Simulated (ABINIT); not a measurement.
# PbIF (P4/nmm): G0W0 with ABINIT, start to end, part 2 of 3

How does a plane-wave GW calculation on PbIF (P4/nmm) run from the first input to the gap?

ABINIT 10.8.3; LDA and many-body steps on it, plane waves. Known limits of the many-body steps: not at the basis limit; no spin-orbit coupling; coarse k mesh.

So far. Step 2 (Ground state): The gap is direct, at (0.000, 0.000, 0.500).

## (3) Bands along the symmetry lines

Level of this step: DFT, LDA, plane waves, norm-conserving pseudopotentials (ABINIT).

Levels along a band path, at the cheap level, show where the edges lie and whether the meshes to come will hold them.

Input file run.abi:

```
acell 3*1.0 Angstrom
rprim 
  4.237400000000 0.000000000000 0.000000000000
  0.000000000000 4.237400000000 0.000000000000
  0.000000000000 0.000000000000 8.800000000000
ntypat 3
znucl 82 53 9
natom 6
typat 1 1 2 2 3 3
xred 
  0.500000000000 0.000000000000 0.163920000000
  0.000000000000 0.500000000000 0.836080000000
  0.500000000000 0.000000000000 0.662970000000
  0.000000000000 0.500000000000 0.337030000000
  0.000000000000 0.000000000000 0.000000000000
  0.500000000000 0.500000000000 0.000000000000
pp_dirpath "pseudos"
pseudos "Pb.upf, I.upf, F.upf"
ecut 36
iscf -2
irdden 1
kptopt 0
nkpt 39
kpt 
  0.00000000 0.00000000 0.00000000
  0.00000000 0.12500000 0.00000000
  0.00000000 0.25000000 0.00000000
  0.00000000 0.37500000 0.00000000
  0.00000000 0.50000000 0.00000000
  0.12500000 0.50000000 0.00000000
  0.25000000 0.50000000 0.00000000
  0.37500000 0.50000000 0.00000000
  0.50000000 0.50000000 0.00000000
  0.37500000 0.37500000 0.00000000
  0.25000000 0.25000000 0.00000000
  0.12500000 0.12500000 0.00000000
  0.00000000 0.00000000 0.00000000
  0.00000000 0.00000000 0.12500000
  0.00000000 0.00000000 0.25000000
  0.00000000 0.00000000 0.37500000
  0.00000000 0.00000000 0.50000000
  0.00000000 0.12500000 0.50000000
  0.00000000 0.25000000 0.50000000
  0.00000000 0.37500000 0.50000000
  0.00000000 0.50000000 0.50000000
  0.12500000 0.50000000 0.50000000
  0.25000000 0.50000000 0.50000000
  0.37500000 0.50000000 0.50000000
  0.50000000 0.50000000 0.50000000
  0.37500000 0.37500000 0.50000000
  0.25000000 0.25000000 0.50000000
  0.12500000 0.12500000 0.50000000
  0.00000000 0.00000000 0.50000000
  0.00000000 0.50000000 0.00000000
  0.00000000 0.50000000 0.12500000
  0.00000000 0.50000000 0.25000000
  0.00000000 0.50000000 0.37500000
  0.00000000 0.50000000 0.50000000
  0.50000000 0.50000000 0.00000000
  0.50000000 0.50000000 0.12500000
  0.50000000 0.50000000 0.25000000
  0.50000000 0.50000000 0.37500000
  0.50000000 0.50000000 0.50000000
istwfk *1
nband 53
nbdbuf 2
tolwfr 1e-08
nstep 40
prtwf 0
prtvol 0
indata_prefix "in"
outdata_prefix "out"
tmpdata_prefix "tmp"
```

The run is started by

```
> OMP_NUM_THREADS=1 mpirun -n 8 abinit run.abi > log
```

Numbers of over 12 decimals in the logs are rounded to 6 here.

Log:

```text
.Version 10.8.3 of ABINIT. v10.8.2 released Aug 2026.

 Symmetries : space group P4/n m m (#129); Bravais tP (primitive tetrag.)
[... echo of the input left out ...]
== DATASET  1 ==================================================================
-   mpi_nproc: 8, omp_nthreads: 1 (-1 if OMP is not activated)

--- !DatasetInfo
iteration_state: {dtset: 1, }
dimensions: {natom: 6, nkpt: 39, mband: 53, nsppol: 1, nspinor: 1, nspden: 1, mpw: 11072, }
cutoff_energies: {ecut:  36.0, pawecutdg:  -1.0, }
electrons: {nelect:   9.20000000E+01, charge:   0.00000000E+00, occopt:   1.00000000E+00, tsmear:   1.00000000E-02, }

 Real(R)+Recip(G) space primitive vectors, cartesian coordinates (Bohr,Bohr^-1):
 R(1)=  8.0075255  0.0000000  0.0000000  G(1)=  0.1248825  0.0000000  0.0000000
 R(2)=  0.0000000  8.0075255  0.0000000  G(2)=  0.0000000  0.1248825  0.0000000
 R(3)=  0.0000000  0.0000000 16.6295899  G(3)=  0.0000000  0.0000000  0.0601338
 Unit cell volume ucvol=  1.0662970E+03 bohr^3
 Angles (23,13,12)=  9.00000000E+01  9.00000000E+01  9.00000000E+01 degrees

 getcut: wavevector=  0.0000  0.0000  0.0000  ngfft=  45  45  90
         ecut(hartree)=     36.000   => boxcut(ratio)=   2.00375

--- Pseudopotential description ------------------------------------------------
- Pb Generated using ONCVPSP code by D. R. Hamann
- 82.00000  22.00000  180309                  znucl, zion, pspdat
12 -1012 2 -1 1638                            pspcod,pspxc,lmax,lloc,mmax
     nproj     2     2     2
  pspatm : epsatm=   27.30978712
         --- l  ekb(1:nproj) -->
             0   16.851372    2.162897
             1    7.374276    1.238028
             2    3.349308    0.414357
 pspatm: atomic psp has been read  and splines computed

- I Generated using ONCVPSP code by D. R. Hamann
- 53.00000  17.00000  201210                  znucl, zion, pspdat
12 -1012 2 -1 1182                            pspcod,pspxc,lmax,lloc,mmax
     nproj     2     2     2
  pspatm : epsatm=   39.11250345
         --- l  ekb(1:nproj) -->
[...]
pspatm: atomic psp has been read  and splines computed

- F Generated using ONCVPSP code by D. R. Hamann
-  9.00000   7.00000  201202                  znucl, zion, pspdat
12 -1012 2 -1 824                             pspcod,pspxc,lmax,lloc,mmax
     nproj     2     2     1
  pspatm : epsatm=    4.94580260
         --- l  ekb(1:nproj) -->
[...]
2   -2.364936
 pspatm: atomic psp has been read  and splines computed

--------------------------------------------------------------------------------

================================================================================
 prteigrs : about to open file out_EIG
 Non-SCF case, kpt    1 (  0.00000  0.00000  0.00000), residuals and eigenvalues=
  9.75E-09  9.65E-09  2.46E-09  6.27E-09  1.97E-09  3.44E-09  5.97E-09  8.74E-09
[...]
1.3504E-02  1.3504E-02  2.5115E-02  2.5115E-02  5.9027E-02  5.9027E-02
  5.9677E-02  5.9677E-02  1.1255E-01  1.1255E-01  2.8062E-01  2.8062E-01
[...]
--- !ResultsGS
iteration_state: {dtset: 1, }
comment   : Summary of ground state results
lattice_vectors:
- [  8.0075255,   0.0000000,   0.0000000, ]
- [  0.0000000,   8.0075255,   0.0000000, ]
- [  0.0000000,   0.0000000,  16.6295899, ]
lattice_lengths: [   8.00753,    8.00753,   16.62959, ]
lattice_angles: [ 90.000,  90.000,  90.000, ] # degrees, (23, 13, 12)
lattice_volume:   1.0662970E+03
convergence: {deltae:  0.000E+00, res2:  0.000E+00, residm:  9.982E-09, diffor:  0.000E+00, }
etotal    :  -7.16629234E+02
entropy   :   0.00000000E+00
fermie    :   1.50039206E-01
cartesian_stress_tensor: null
pressure_GPa: null
xred      :
- [  5.0000E-01,   0.0000E+00,   1.6392E-01, Pb]
- [  0.0000E+00,   5.0000E-01,   8.3608E-01, Pb]
- [  5.0000E-01,   0.0000E+00,   6.6297E-01,  I]
- [  0.0000E+00,   5.0000E-01,   3.3703E-01,  I]
- [  0.0000E+00,   0.0000E+00,   0.0000E+00,  F]
- [  5.0000E-01,   5.0000E-01,   0.0000E+00,  F]
cartesian_forces: null
force_length_stats: {min: null, max: null, mean: null, }

 Integrated electronic density in atomic spheres:
 ------------------------------------------------
 Atom  Sphere_radius  Integrated_density
[...]
================================================================================

 ----iterations are completed or convergence reached----

 Mean square residual over all n,k,spin=   49.254E-10; max=  99.817E-10
 reduced coordinates (array xred) for    6 atoms
[...]
0.000000000000      0.000000000000      0.000000000000
       0.500000000000      0.500000000000      0.000000000000

 cartesian coordinates (angstrom) at end:
    1      2.118700     0.000000     1.442496
    2      0.000000     2.118700     7.357504
    3      2.118700     0.000000     5.834136
    4      0.000000     2.118700     2.965864
    5      0.000000     0.000000     0.000000
    6      2.118700     2.118700     0.000000
 length scales=  1.889726125908  1.889726125908  1.889726125908 bohr
              =  1.000000000000  1.000000000000  1.000000000000 angstroms
 prteigrs : about to open file out_EIG
 Eigenvalues (hartree) for nkpt=  39  k points:
 kpt#   1, nband= 53, wtk=  1.00000, kpt=  0.0000  0.0000  0.0000 (reduced coord)
[...]
kpt#   2, nband= 53, wtk=  1.00000, kpt=  0.0000  0.1250  0.0000 (reduced coord)
[...]
kpt#   3, nband= 53, wtk=  1.00000, kpt=  0.0000  0.2500  0.0000 (reduced coord)
[...]
kpt#  38, nband= 53, wtk=  1.00000, kpt=  0.5000  0.5000  0.3750 (reduced coord)
[...]
0.28130    0.28130    0.31130    0.31130    0.47093
 kpt#  39, nband= 53, wtk=  1.00000, kpt=  0.5000  0.5000  0.5000 (reduced coord)
[...]
-0.14050   -0.14050   -0.02821   -0.02821    0.01350    0.01350    0.02512    0.02512
   0.05903    0.05903    0.05968    0.05968    0.11255    0.11255    0.28062    0.28062
   0.28141    0.28141    0.30293    0.30293    0.48751

== END DATASET(S) ==============================================================
================================================================================

 -outvars: echo values of variables after computation  --------
            nband          53
             nkpt          39
          spgroup         129
 [... the other variables as echoed above ...]

 Calculation completed.
```

Elapsed: 65 s, on 8 MPI ranks of AMD EPYC 9B14 (Zen 4), shared host; peak memory 1.1 GiB.

Numbers from this step:

- gap: 1.560 eV
- k of the valence top: 0, 0, 0.5
- k of the conduction bottom: 0, 0, 0.5
- least direct gap: 1.560 eV

The gap is 1.560 eV, as in the run before at this level.

Electronic bands along the path, in eV, zero at the top of the highest filled band:

```
    point  band 43  band 44  band 45  band 46  band 47  band 48  band 49  band 50
        Γ    -1.14    -0.83    -0.83    -0.31     1.99     3.23     4.97     4.97
        X    -0.63    -0.63    -0.48    -0.48     3.32     3.32     3.95     3.95
        M    -1.83    -1.83    -0.91    -0.91     2.75     2.75     3.69     3.69
        Γ    -1.14    -0.83    -0.83    -0.31     1.99     3.23     4.97     4.97
        Z    -1.29    -0.66    -0.66     0.00     1.56     3.11     4.75     4.75
        R    -0.74    -0.74    -0.48    -0.48     3.28     3.28     3.96     3.96
        A    -2.46    -2.46    -1.02    -1.02     3.55     3.55     3.57     3.57
        Z    -1.29    -0.66    -0.66     0.00     1.56     3.11     4.75     4.75
jump to X    -0.63    -0.63    -0.48    -0.48     3.32     3.32     3.95     3.95
        R    -0.74    -0.74    -0.48    -0.48     3.28     3.28     3.96     3.96
jump to M    -1.83    -1.83    -0.91    -0.91     2.75     2.75     3.69     3.69
        A    -2.46    -2.46    -1.02    -1.02     3.55     3.55     3.57     3.57
```

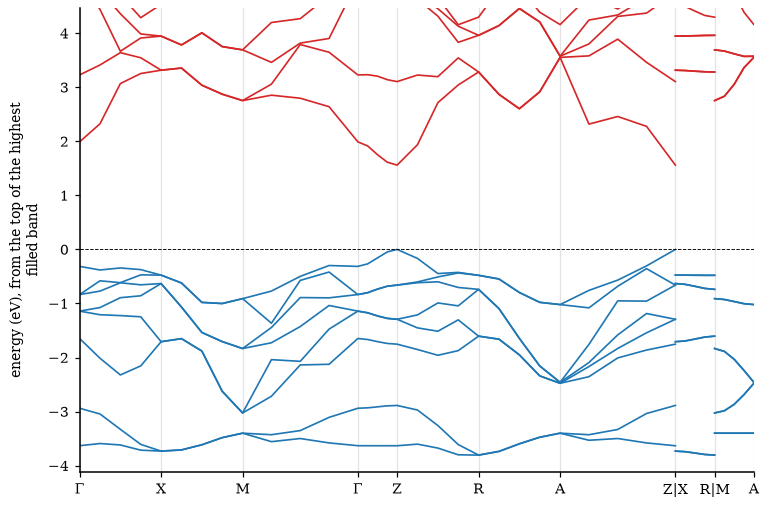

Electronic bands along the path; lines of filled and empty bands in two colours.

## (4) Empty states on the mesh, 2×2×1 mesh, 164 bands

The sums over transitions need many empty states on a uniform mesh; this step solves for them.

Input file run.abi:

```
acell 3*1.0 Angstrom
rprim 
  4.237400000000 0.000000000000 0.000000000000
  0.000000000000 4.237400000000 0.000000000000
  0.000000000000 0.000000000000 8.800000000000
ntypat 3
znucl 82 53 9
natom 6
typat 1 1 2 2 3 3
xred 
  0.500000000000 0.000000000000 0.163920000000
  0.000000000000 0.500000000000 0.836080000000
  0.500000000000 0.000000000000 0.662970000000
  0.000000000000 0.500000000000 0.337030000000
  0.000000000000 0.000000000000 0.000000000000
  0.500000000000 0.500000000000 0.000000000000
pp_dirpath "pseudos"
pseudos "Pb.upf, I.upf, F.upf"
ecut 36
ngkpt 2 2 1
nshiftk 1
shiftk 0 0 0
kptopt 1
chksymbreak 0
iscf -2
irdden 1
istwfk *1
nband 164
nbdbuf 14
tolwfr 1e-09
nstep 60
prtvol 0
indata_prefix "in"
outdata_prefix "out"
tmpdata_prefix "tmp"
```

The run is started by

```
> OMP_NUM_THREADS=2 mpirun -n 3 abinit run.abi > log
```

Log:

```text
.Version 10.8.3 of ABINIT. v10.8.2 released Aug 2026.

 Symmetries : space group P4/n m m (#129); Bravais tP (primitive tetrag.)
[... echo of the input left out ...]
== DATASET  1 ==================================================================
-   mpi_nproc: 3, omp_nthreads: 2 (-1 if OMP is not activated)

--- !DatasetInfo
iteration_state: {dtset: 1, }
dimensions: {natom: 6, nkpt: 3, mband: 164, nsppol: 1, nspinor: 1, nspden: 1, mpw: 11032, }
cutoff_energies: {ecut:  36.0, pawecutdg:  -1.0, }
electrons: {nelect:   9.20000000E+01, charge:   0.00000000E+00, occopt:   1.00000000E+00, tsmear:   1.00000000E-02, }

 Real(R)+Recip(G) space primitive vectors, cartesian coordinates (Bohr,Bohr^-1):
 R(1)=  8.0075255  0.0000000  0.0000000  G(1)=  0.1248825  0.0000000  0.0000000
 R(2)=  0.0000000  8.0075255  0.0000000  G(2)=  0.0000000  0.1248825  0.0000000
 R(3)=  0.0000000  0.0000000 16.6295899  G(3)=  0.0000000  0.0000000  0.0601338
 Unit cell volume ucvol=  1.0662970E+03 bohr^3
 Angles (23,13,12)=  9.00000000E+01  9.00000000E+01  9.00000000E+01 degrees

 getcut: wavevector=  0.0000  0.0000  0.0000  ngfft=  45  45  90
         ecut(hartree)=     36.000   => boxcut(ratio)=   2.00375

--- Pseudopotential description ------------------------------------------------
- Pb Generated using ONCVPSP code by D. R. Hamann
- 82.00000  22.00000  180309                  znucl, zion, pspdat
12 -1012 2 -1 1638                            pspcod,pspxc,lmax,lloc,mmax
     nproj     2     2     2
  pspatm : epsatm=   27.30978712
         --- l  ekb(1:nproj) -->
             0   16.851372    2.162897
             1    7.374276    1.238028
             2    3.349308    0.414357
 pspatm: atomic psp has been read  and splines computed

- I Generated using ONCVPSP code by D. R. Hamann
- 53.00000  17.00000  201210                  znucl, zion, pspdat
12 -1012 2 -1 1182                            pspcod,pspxc,lmax,lloc,mmax
     nproj     2     2     2
  pspatm : epsatm=   39.11250345
         --- l  ekb(1:nproj) -->
[...]
pspatm: atomic psp has been read  and splines computed

- F Generated using ONCVPSP code by D. R. Hamann
-  9.00000   7.00000  201202                  znucl, zion, pspdat
12 -1012 2 -1 824                             pspcod,pspxc,lmax,lloc,mmax
     nproj     2     2     1
  pspatm : epsatm=    4.94580260
         --- l  ekb(1:nproj) -->
[...]
2   -2.364936
 pspatm: atomic psp has been read  and splines computed

--------------------------------------------------------------------------------

================================================================================
 prteigrs : about to open file out_EIG
 Non-SCF case, kpt    1 (  0.00000  0.00000  0.00000), residuals and eigenvalues=
  6.24E-10  7.18E-10  2.44E-10  1.62E-10  2.15E-10  8.87E-10  1.96E-10  9.43E-10
  9.61E-11  1.93E-10  1.18E-10  1.15E-10  1.04E-10  1.41E-10  9.14E-11  9.52E-11
  1.14E-10  1.10E-10  9.56E-10  6.94E-10  6.22E-10  9.56E-10  6.14E-10  7.82E-11
[...]
8.25E-07  3.84E-06  2.03E-05  4.13E-04
 -4.9649E+00 -4.9649E+00 -2.8174E+00 -2.8174E+00 -2.8163E+00 -2.8163E+00
 -2.8163E+00 -2.8163E+00 -1.4557E+00 -1.4557E+00 -1.4556E+00 -1.4556E+00
 -1.4547E+00 -1.4547E+00 -1.4547E+00 -1.4547E+00 -1.4543E+00 -1.4543E+00
[...]
1.5592E+00  1.5871E+00  1.5914E+00  1.5914E+00  1.6049E+00  1.6049E+00
  1.6127E+00  1.6138E+00  1.6211E+00  1.6211E+00  1.6402E+00  1.6402E+00
  1.6696E+00  1.6977E+00
 prteigrs : prtvol=0 or 1, do not print more k-points.

--- !ResultsGS
iteration_state: {dtset: 1, }
comment   : Summary of ground state results
lattice_vectors:
- [  8.0075255,   0.0000000,   0.0000000, ]
- [  0.0000000,   8.0075255,   0.0000000, ]
- [  0.0000000,   0.0000000,  16.6295899, ]
lattice_lengths: [   8.00753,    8.00753,   16.62959, ]
lattice_angles: [ 90.000,  90.000,  90.000, ] # degrees, (23, 13, 12)
lattice_volume:   1.0662970E+03
convergence: {deltae:  0.000E+00, res2:  0.000E+00, residm:  9.962E-10, diffor:  0.000E+00, }
etotal    :  -7.16629234E+02
entropy   :   0.00000000E+00
fermie    :   1.50039206E-01
cartesian_stress_tensor: null
pressure_GPa: null
xred      :
- [  5.0000E-01,   0.0000E+00,   1.6392E-01, Pb]
- [  0.0000E+00,   5.0000E-01,   8.3608E-01, Pb]
- [  5.0000E-01,   0.0000E+00,   6.6297E-01,  I]
- [  0.0000E+00,   5.0000E-01,   3.3703E-01,  I]
- [  0.0000E+00,   0.0000E+00,   0.0000E+00,  F]
- [  5.0000E-01,   5.0000E-01,   0.0000E+00,  F]
cartesian_forces: null
force_length_stats: {min: null, max: null, mean: null, }

 Integrated electronic density in atomic spheres:
 ------------------------------------------------
 Atom  Sphere_radius  Integrated_density
[...]
================================================================================

 ----iterations are completed or convergence reached----

 Mean square residual over all n,k,spin=   49.886E-11; max=  99.622E-11
 reduced coordinates (array xred) for    6 atoms
[...]
0.000000000000      0.000000000000      0.000000000000
       0.500000000000      0.500000000000      0.000000000000

 cartesian coordinates (angstrom) at end:
    1      2.118700     0.000000     1.442496
    2      0.000000     2.118700     7.357504
[...]
6      2.118700     2.118700     0.000000
 length scales=  1.889726125908  1.889726125908  1.889726125908 bohr
              =  1.000000000000  1.000000000000  1.000000000000 angstroms
 prteigrs : about to open file out_EIG
 Eigenvalues (hartree) for nkpt=   3  k points:
 kpt#   1, nband=164, wtk=  0.25000, kpt=  0.0000  0.0000  0.0000 (reduced coord)
[...]
1.52851    1.53035    1.53035    1.54267    1.54978    1.55873    1.55919    1.58715
   1.59145    1.59145    1.60492    1.60492    1.61267    1.61383    1.62114    1.62114
   1.64019    1.64020    1.66959    1.69768
 prteigrs : prtvol=0 or 1, do not print more k-points.

== END DATASET(S) ==============================================================
================================================================================

 -outvars: echo values of variables after computation  --------
            nband         164
             nkpt           3
          spgroup         129
 [... the other variables as echoed above ...]

 Calculation completed.
```

The job ended after 60 s (3 MPI ranks; peak memory 0.42 GiB; 4.4 min of CPU time).

This step gave:

* gap: 2.304 eV
* k of the valence top: 0, 0, 0
* k of the conduction bottom: 0, 0, 0
* least direct gap: 2.304 eV
* k points computed: 3
* lowest point of the top converged band, above the valence top: 38.65 eV

On this mesh the gap is 2.304 eV. The earlier step found 1.560 eV, so this mesh misses an edge.

## (5) Screening, 2×2×1 mesh, 150 bands, screening to 106.1 eV

The RPA dielectric matrix is built and inverted for each q.

This step: RPA screening on LDA, plane waves, norm-conserving pseudopotentials.

run.abi: that of step 4 with these lines changed.

```diff
@@ -24,10 +24,11 @@
 chksymbreak 0
-iscf -2
-irdden 1
 istwfk *1
-nband 164
-nbdbuf 14
-tolwfr 1e-09
-nstep 60
-prtvol 0
+occopt 1
+irdwfk 1
+optdriver 3
+nband 150
+ecuteps 3.9
+inclvkb 2
+awtr 1
+symchi 1
 indata_prefix "in"
```

The run is started by

```
> OMP_NUM_THREADS=1 mpirun -n 8 abinit run.abi > log
```

Log:

```text
.Version 10.8.3 of ABINIT. v10.8.2 released Aug 2026.

 Symmetries : space group P4/n m m (#129); Bravais tP (primitive tetrag.)
[... echo of the input left out ...]
== DATASET  1 ==================================================================
-   mpi_nproc: 8, omp_nthreads: 1 (-1 if OMP is not activated)

--- !DatasetInfo
iteration_state: {dtset: 1, }
dimensions: {natom: 6, nkpt: 3, mband: 150, nsppol: 1, nspinor: 1, nspden: 1, mpw: 11032, }
cutoff_energies: {ecut:  36.0, pawecutdg:  -1.0, }
electrons: {nelect:   9.20000000E+01, charge:   0.00000000E+00, occopt:   1.00000000E+00, tsmear:   1.00000000E-02, }

 SCREENING: Calculation of the susceptibility and dielectric matrices

 Based on a program developped by R.W. Godby, V. Olevano, G. Onida, and L. Reining.
 Incorporated in ABINIT by V. Olevano, G.-M. Rignanese, and M. Torrent.
.Using double precision arithmetic ; gwpc =  8

[... cell and pseudopotentials left out ...]
--------------------------------------------------------------------------------

 ==== K-mesh for the wavefunctions ====
 Number of points in the irreducible wedge :     3
[... list of points left out ...]
 Together with 16 symmetry operations and time-reversal symmetry
 yields     4 points in the full Brillouin Zone.

 ==== Q-mesh for the screening function ====
 Number of points in the irreducible wedge :     3
[... list of points left out ...]
 Together with 16 symmetry operations and time-reversal symmetry
 yields     4 points in the full Brillouin Zone.

 setmesh: FFT mesh size selected  =    30x   30x   60
          total number of points  =        54000

 vcoul_init : cutoff-mode = AUXILIARY_FUNCTION
 q-points for optical limit:   1
     1)      0.000010    0.000020    0.000030

- screening: taking advantage of time-reversal symmetry
- Maximum band index for partially occupied states nbvw = 46
- Remaining bands to be divided among processors   nbcw = 104
- Number of bands treated by each node ~13

 Number of electrons calculated from density =   92.0000; Expected =   92.0000
 average of density, n =  0.086280
 r_s =    1.4039
 omega_plasma =   28.3342 [eV]

 calculating chi0 at frequencies [eV] :
  1    0.000000E+00    0.000000E+00
  2    0.000000E+00    2.833416E+01

--------------------------------------------------------------------------------
  q-point number  1        q = ( 0.000000, 0.000000, 0.000000) [r.l.u.]
--------------------------------------------------------------------------------
[... chi0 elements left out ...]
 For q-point:  0.000010 0.000020 0.000030
  dielectric constant =   7.1904
  dielectric constant without local fields =   8.3031

  Average fulfillment of the sum rule on Im[epsilon] for q-point    1 :     49.85  [%]
[... wings left out ...]
  q-point number  2        q = ( 0.500000, 0.000000, 0.000000) [r.l.u.]
--------------------------------------------------------------------------------
[... chi0 elements left out ...]
  Average fulfillment of the sum rule on Im[epsilon] for q-point    2 :     51.76  [%]

 [... 1 further q-points ...]
```

It took 24 s on 8 MPI ranks; peak memory 2.7 GiB; 3.1 min of CPU time.

Numbers from this step:

| Item | Value |
| --- | --- |
| ε∞ with local fields, on this mesh, along the program's q direction | 7.190 |
| the same without local fields | 8.303 |
| plasma frequency | 28.33 eV |
| plane waves in the screening matrix | 387 |

Local fields lower ε∞ by 13 %. On a Γ-centred mesh this coarse the value itself is usually too large, while a short band sum pulls it down.

[end of part 2 of 3]

[Paths, hosts, dates, memory and timing lines, banners, echoed tables and standing remarks are left out of the program output.]

[Logs are printed without paths, hosts, clocks, repeated set-up lines and the standing remarks that a program may print on its own settings, such as how far it seeks lower states.]

[Runs of the session that timed out or met a known fault of the program may be left out.]

[Hosts, paths, dates, database ids (printed as entryN), source tags and the programs' standing remarks are cut or masked in the printed files.]

[G0W0 gaps are taken among the corrected bands and points alone; a level outside them can change the order at an edge.]

[Where Ansatz stands beside ABINIT at settings called matched, ABINIT's density can come from a denser mesh and the files from another edition; pairs whose starting gaps differed by over 0.03 eV were left out, so agreement reads better than it is.]
